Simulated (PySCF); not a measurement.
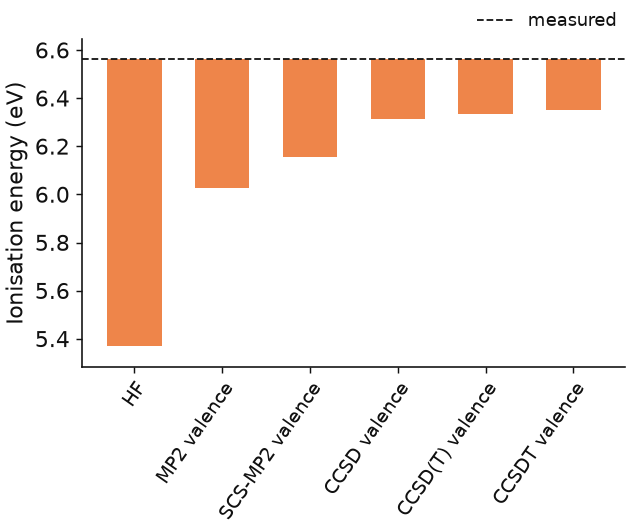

The ionisation energy of neutral scandium ([Ar] 3d 4s² → [Ar] 3d 4s) across levels of theory. PySCF, aug-cc-pVDZ, non-relativistic, unrestricted single determinants, no spin-orbit coupling. Methods marked “valence” freeze 18 core electrons.

Which methods come out highest, lowest and best?

Answer. The values run from 5.368 eV (HF) to 6.351 eV (CCSDT valence). The measured value is 6.561 eV; nearest to it come CCSDT valence (−0.210) and CCSD(T) valence (−0.226), furthest HF (−1.193 eV).

| Method | Ionisation energy (eV) |
| --- | --- |
| HF | 5.368 |
| MP2 valence | 6.025 |
| SCS-MP2 valence | 6.157 |
| CCSD valence | 6.313 |
| CCSD(T) valence | 6.336 |
| CCSDT valence | 6.351 |

Note: spin-orbit shift not estimated; relativistic shift absent.
